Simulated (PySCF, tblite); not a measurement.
**C7H11NOSi: geometry, infrared bands and NMR shifts**

Wanted: the infrared bands and NMR shifts of C7H11NOSi (`CCC1=CC(NC=O)=C[SiH2]1`), by calculation.

The runs use tblite 0.8.0 and PySCF 2.14.0, with density-fitted response routines of our own; the level of theory stands in each step. All values are computed, except where a source is named. Atoms count from 0, in the outputs and in this text.

## Step 1: Starting geometry

21 atoms, charge 0, multiplicity 1; geometry from: force field or distance geometry start.

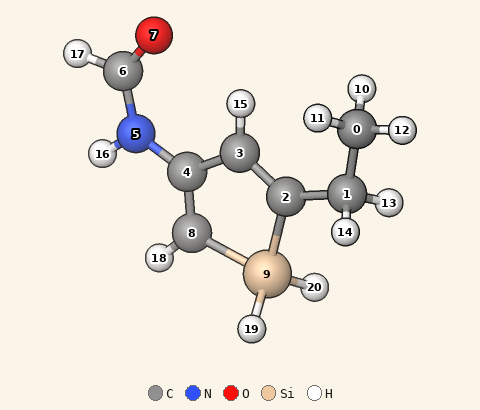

As it starts; carbon grey, nitrogen blue, oxygen red, silicon light orange, hydrogen white, atoms numbered.

## Step 2: Geometry optimisation with GFN2-xTB

The job: settings as JSON, then the geometry in Å.

```
{"job": {"kind": "relax", "xc": "GFN2-xTB", "basis": "xTB"}, "charge": 0, "multiplicity": 1}
C     -2.700400     0.873000     0.819200
C     -2.125800     0.738400    -0.589000
C     -0.692500     0.256000    -0.622200
C      0.150600    -0.058300     0.362200
C      1.482100    -0.498000    -0.033100
N      2.471800    -0.864500     0.823500
C      2.440500    -0.902600     2.197800
O      1.528000    -0.623000     2.962500
C      1.692400    -0.515500    -1.369200
Si     0.154800     0.036100    -2.300200
H     -2.714000    -0.084300     1.348400
H     -2.149900     1.598400     1.418300
H     -3.749800     1.227100     0.767900
H     -2.748600     0.036400    -1.146900
H     -2.195500     1.717100    -1.076200
H     -0.128000    -0.013200     1.428400
H      3.355100    -1.138100     0.407100
H      3.409900    -1.252700     2.599500
H      2.582300    -0.788600    -1.894500
H      0.368400     1.327200    -3.004000
H     -0.440300    -1.053800    -3.100000
```

The run is started by

```sh
> OMP_NUM_THREADS=1 python probes_run.py task.json out
```

This one command runs all jobs of the session in turn.

**Question.** This job is followed by: GFN2-xTB harmonic vibrations, gas phase; GIAO PBE0/pcSseg-1 NMR shielding, non-relativistic, gas phase. Predict these results of the whole session: strongest single infrared mode (GFN2-xTB); zero-point energy (GFN2-xTB); ¹³C shifts against TMS (PBE0/pcSseg-1); ¹H shifts against TMS (PBE0/pcSseg-1, means over atoms taken as alike); ¹⁵N shifts against NH3 (PBE0/pcSseg-1); ¹⁷O shifts against H2O (PBE0/pcSseg-1); ²⁹Si shifts against TMS (PBE0/pcSseg-1); surface potential, least and greatest.

**Answer**, as computed:

| quantity | value |
| --- | --- |
| strongest single infrared mode (GFN2-xTB) | 1768 cm⁻¹, 659 km/mol |
| zero-point energy (GFN2-xTB) | 101.0 kcal/mol |
| ¹³C shifts against TMS (PBE0/pcSseg-1) | 163.0, 160.2, 158.6, 143.1, 97.1, 31.8, 13.7 ppm |
| ¹H shifts against TMS (PBE0/pcSseg-1, means over atoms taken as alike) | 8.40, 8.15, 6.46, 4.51, 4.43, 2.63, 1.30 ppm |
| ¹⁵N shifts against NH3 (PBE0/pcSseg-1) | 172.6 ppm |
| ¹⁷O shifts against H2O (PBE0/pcSseg-1) | 443.9 ppm |
| ²⁹Si shifts against TMS (PBE0/pcSseg-1) | -50.4 ppm |
| surface potential, least and greatest | -1.69 V and 2.12 V |

**Reading.** Relaxing lowered the energy by 0.209 eV in 38 steps; the close pair that moved most is C4–N5, from 1.359 to 1.398 Å. All 57 modes are real, so the xTB geometry is a minimum. The strongest single mode, at 1768 cm⁻¹, moves mainly C6 and O7. Unscaled tight-binding wavenumbers are off by several per cent, some by more. Its intensities can rank the bands wrongly. At PBE0/pcSseg-1: Shielding is most anisotropic at O7 (span 768 ppm, paramagnetic term -514 ppm). At PBE0/pcSseg-1, counted by nearest atom on the grid, the HOMO lies on C8 34 %; C2 17 %, the LUMO on C2, C4, C8 about 17 % each; C3 11 %.
